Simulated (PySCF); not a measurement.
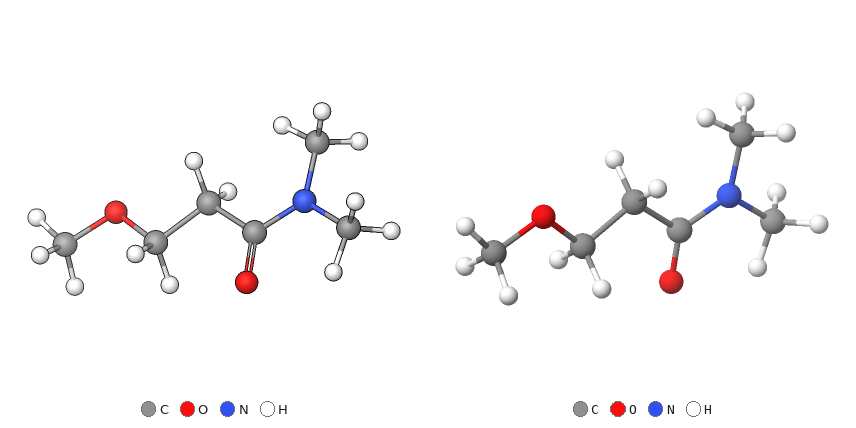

Two views of one molecule.

The geometry was computed by an optimisation with PBE0-D3(BJ)/def2-SVP. No frequency run is at hand to confirm it as a minimum.

What is the molecular formula?

C₆H₁₃NO₂, 22 atoms: 6 carbon, 13 hydrogen, 1 nitrogen and 2 oxygen.

Count the bonded pairs by element.

13 C–H, 3 C–O, 3 C–N, 2 C–C.

The parts below concern this one geometry. Atoms keep their numbers from picture to picture.

## Electronic properties

No frequency run is at hand to confirm it as a minimum. Method: PBE0/pcSseg-1 in water (IEF-PCM) (PySCF 2.14.0).

Give the dipole moment at this level.

3.64 D.

Give the HOMO energy (Kohn–Sham orbital) at this level.

−6.91 eV.

Estimate the LUMO energy (Kohn–Sham orbital).

0.74 eV.

## Charges

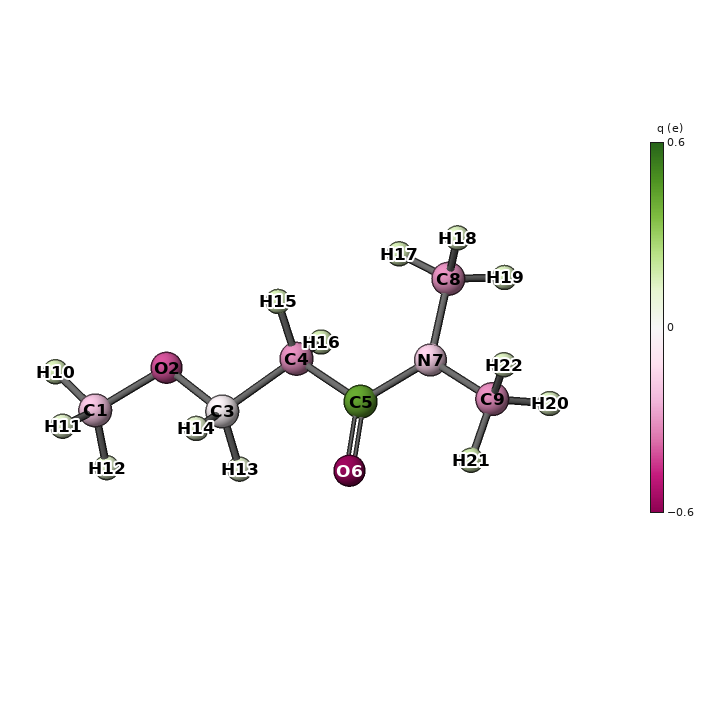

Atoms are coloured by their IAO charges. No frequency run is at hand to confirm it as a minimum. Level of theory: PBE0/pcSseg-1 in water (IEF-PCM) (PySCF 2.14.0).

Which atom carries the highest charge (most positive or least negative)?

C5 (0.42 e).

And the lowest?

O6 (−0.57 e).

List the IAO charges.

| atom | value (e) |
| --- | --- |
| C1 | −0.20 |
| O2 | −0.41 |
| C3 | −0.03 |
| C4 | −0.31 |
| C5 | 0.42 |
| O6 | −0.57 |
| N7 | −0.17 |
| C8 | −0.31 |
| C9 | −0.31 |
| H10 | 0.16 |
| H11 | 0.12 |
| H12 | 0.12 |
| H13 | 0.12 |
| H14 | 0.12 |
| H15 | 0.16 |
| H16 | 0.16 |
| H17 | 0.16 |
| H18 | 0.15 |
| H19 | 0.15 |
| H20 | 0.15 |
| H21 | 0.17 |
| H22 | 0.15 |

## NMR shielding

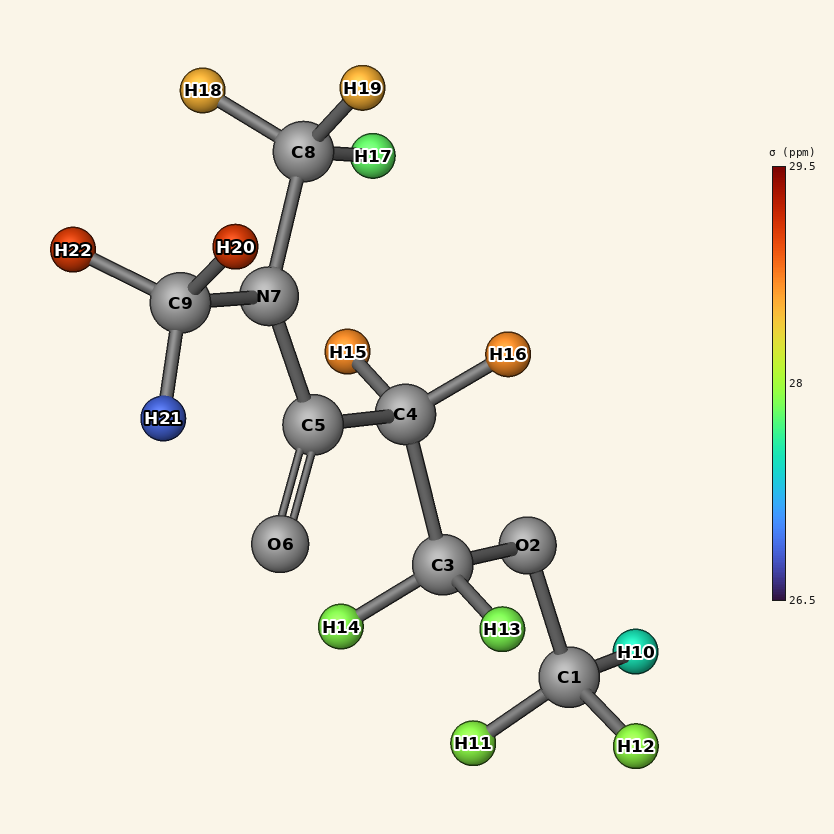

Atoms are coloured by their isotropic NMR shieldings (H only, the others grey). No frequency run is at hand to confirm it as a minimum. Level of theory: GIAO PBE0/pcSseg-1 NMR shielding, non-relativistic, IEF-PCM water (PySCF 2.14.0).

Which H atom is the most shielded (lowest chemical shift)?

H20, H22 (29.03 to 29.05 ppm).

Which H atom is the least shielded (highest chemical shift)?

H21 (26.86 ppm).

How wide is the range of H shifts?

2.19 ppm.

Give the isotropic NMR shieldings of the H atoms atom by atom.

```csv
atom,σ (ppm)
H10,27.50
H11,27.93
H12,27.93
H13,27.87
H14,27.90
H15,28.69
H16,28.69
H17,27.80
H18,28.52
H19,28.54
H20,29.05
H21,26.86
H22,29.03
```
